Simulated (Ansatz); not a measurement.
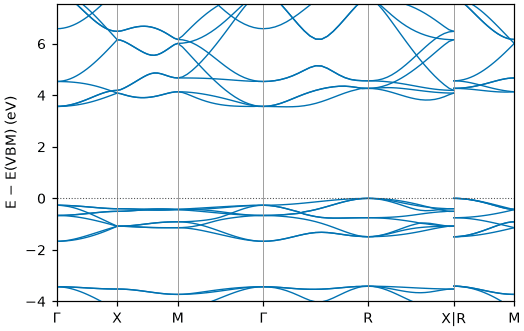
Figure. Band structure from PBE in the plane-wave PAW code Ansatz

Q: Read off the gap and where the band edges lie.

A: About 3.6 eV (3.55 eV by a search for the band edges); maximum at R, minimum on the Γ–R line, 23 % of the way from Γ.

Q: Which of these materials gives this?
(A) C, Pn-3m (C on 2a, C on 8e)
(B) SiN2, Pa-3 (Si on 4a, N on 8c)
(C) SiC4, Pn-3m (Si on 2a, C on 8e)

A: C, SiC4, Pn-3m (Si on 2a, C on 8e)

The start of the workflow was typed in or built on a structure type; neither database checked (COD, Materials Project) lists it. Its standing as an ambient phase is unchecked. Symmetry was held in the PBE relaxation; its stability against distortions is not shown here. Its formation energy is positive at this level, so the cell may be metastable or incomplete.

Potentials: the earlier of the program's two PAW sets.
